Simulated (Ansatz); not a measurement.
## Al, pressure series

Consider Al (space group P6_3/mmc, No. 194; a = 2.8294 Å, c = 9.3691 Å; a cell from a computed database, its experimental status unchecked).

Cell and atoms are relaxed at each pressure.

All numbers come from Ansatz (a first-principles code), PBEsol, PAW, cutoff 420 eV, spin-orbit coupling left out.

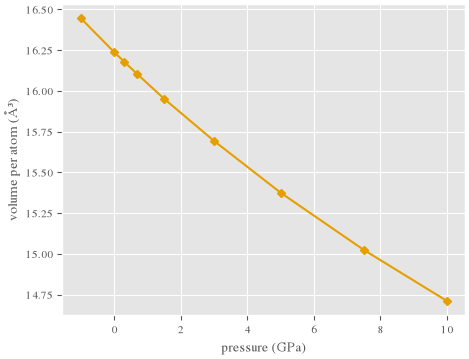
Figure: Volume per atom against pressure

### Question
From the plot, what is the volume per atom for pressure 10 GPa?

### Answer
About 14.7 Å³.

### Question
Is the trend monotonic over the range shown?

### Answer
Yes, it falls throughout, spanning 14.71 Å³ to 16.45 Å³.

Load acts through the strain it causes; cell and atoms are relaxed under it. Whether these cells are dynamically stable was not tested. Competing high-pressure phases were not computed. This is not the structure that Al has at room temperature and ambient pressure.
